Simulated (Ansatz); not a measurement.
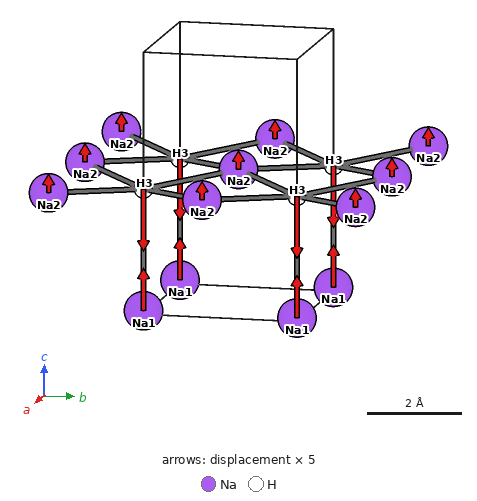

This is a relaxation of solid Na₂H (a generated structure, set up in P4mm) (coarse preliminary run). The starting structure is drawn; red arrows show the displacements (the part carried along by the change of the cell is left out), magnified 5 times.

Style: ball-and-stick. Shown: the cell of the calculation, slightly off an axis.

The calculation used DFT PBE, scalar-relativistic, plane waves, PAW (Ansatz). Set-up: plane-wave cutoff 420 eV; k-point mesh 6 × 6 × 4; occupations gaussian; smearing width 0.1 eV; no spin polarisation; cell and atoms relaxed; force threshold 0.04 eV/Å; at most 70 steps.

Which element moves most?

Hydrogen: up to 0.28 Å, against 0.19 Å for sodium.

What happened in the run?

The atom that moves furthest relative to the cell is H3 (0.28 Å along −c). By element the largest moves are H 0.28 Å, Na 0.19 Å. The volume changes by +4.7 %, with a = b 3.366 → 3.314 Å (−1.6 %), c 5.709 → 6.169 Å (+8.1 %). Near-neighbour distances that change, for instance: Na1–H3 2.650 → 2.399 Å, Na1–Na1 3.366 → 3.314 Å, Na2–H3 2.387 → 2.406 Å. Bond angles that change, for instance: H3–Na2–H3 171.7° → 153.7°, Na2–H3–Na2 171.7° → 153.7°, Na2–H3–Na2 89.7° → 87.0°. The space group stays P4mm (No. 99). Over 3 accepted moves (5 points after the start) the energy falls by 12.3 meV per atom. The largest force component goes from 0.042 to 0.012 eV/Å. The pressure goes from 0.24 to 0.00 GPa. The line search rejected the trial step at point 3 of the run. The SCF was repeated once at an unchanged geometry on a basis and grid sized afresh for the cell, which shifted the energy by 0.4 meV per atom at most. The run took 13 s on 1 thread of Intel(R) Xeon(R) Platinum 8259CL CPU @ 2.50GHz (Skylake/Cascade Lake), on a shared host, peak memory 0.39 GiB.
